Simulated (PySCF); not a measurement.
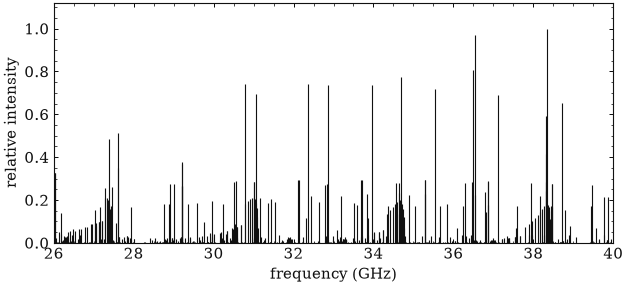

Simulated rotational absorption lines between 26 and 40 GHz at 10 K: rigid rotor with the equilibrium constants and dipole of one optimised conformer (PBE0-D3(BJ)/def2-SVP, PySCF), commonest isotopes; no centrifugal distortion, hyperfine structure, internal rotation or nuclear-spin weights; lines within 1 MHz of each other are summed.

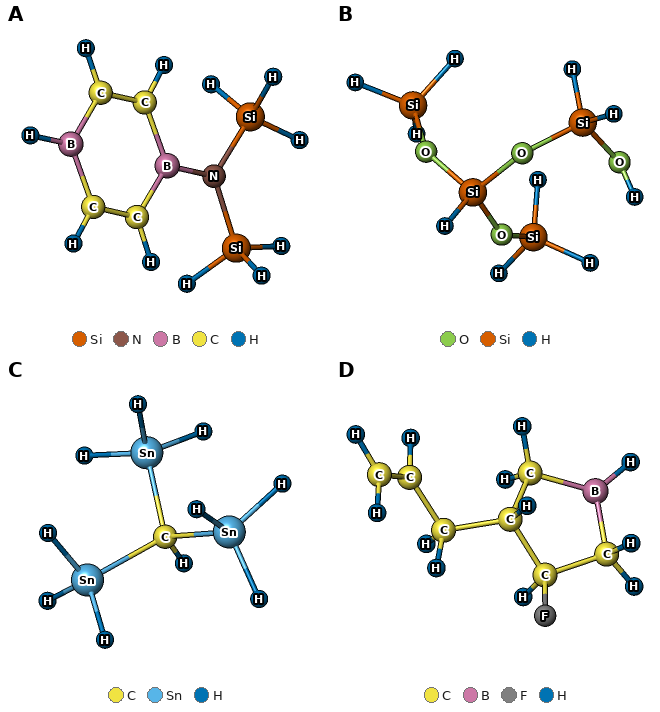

Which molecule gives this spectrum? The candidates are drawn in the second picture.

Answer. Structure D, C₇H₁₂BF, SMILES C=CC[C@@H]1CBC[C@H]1F. Rotational constants A, B, C = 2.740, 1.020, 0.7925 GHz, |μa|, |μb|, |μc| = 0.16, 1.40, 0.43 D.

Caveats: coarse grid, loose stop and no frequency check, small forces are noise and the end may be a saddle.
